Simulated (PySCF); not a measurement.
```xyz
18

C    -3.2529    0.3262    0.1776
C    -2.1954    0.0523   -0.5872
C    -0.9491   -0.6365   -0.1305
C     0.3024    0.2290   -0.2693
C     1.5789   -0.4736    0.1726
C     2.8211    0.3929    0.0412
H    -3.2813    0.0373    1.2338
H    -4.1296    0.8451   -0.2193
H    -2.2114    0.3636   -1.6406
H    -0.8065   -1.5586   -0.7246
H    -1.0652   -0.9587    0.9183
H     0.1661    1.1544    0.3177
H     0.4088    0.5541   -1.3204
H     1.4650   -0.8035    1.2205
H     1.7060   -1.3982   -0.4183
H     2.7360    1.3070    0.6508
H     3.7268   -0.1409    0.3672
H     2.9789    0.7090   -1.0027
```

Geometry: PBE0-D3(BJ)/def2-SVP.

Method: PBE0/pcSseg-1, SCF density, gas phase, non-relativistic (PySCF 2.14.0).

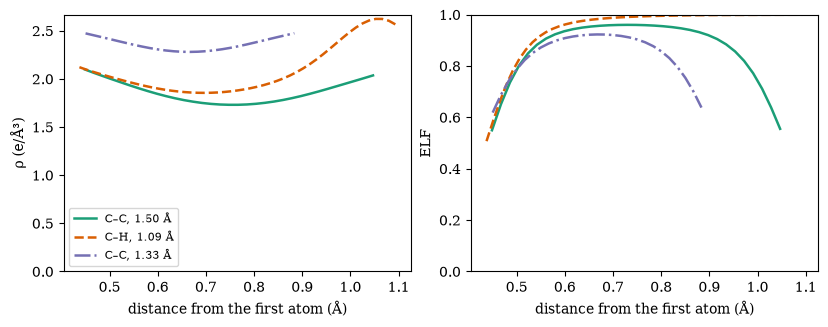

C₆H₁₂. Electron density and ELF along straight lines between neighbouring atoms. The curves leave out the atomic cores.

Q: What can be read from the curves?

A: C–C (1.50 Å): ρ at the midpoint is about 1.7 e/Å³; the ELF peaks at about 0.95 between the atoms, as expected for localised, covalent bonding.
C–H (1.09 Å): ρ at the midpoint is about 2 e/Å³; the ELF climbs to about 1 towards the hydrogen, as it does in any bond to H (a covalent bond by its length).
C–C (1.33 Å): ρ at the midpoint is about 2.3 e/Å³; the ELF peaks at about 0.90 between the atoms (a short, multiple covalent bond).
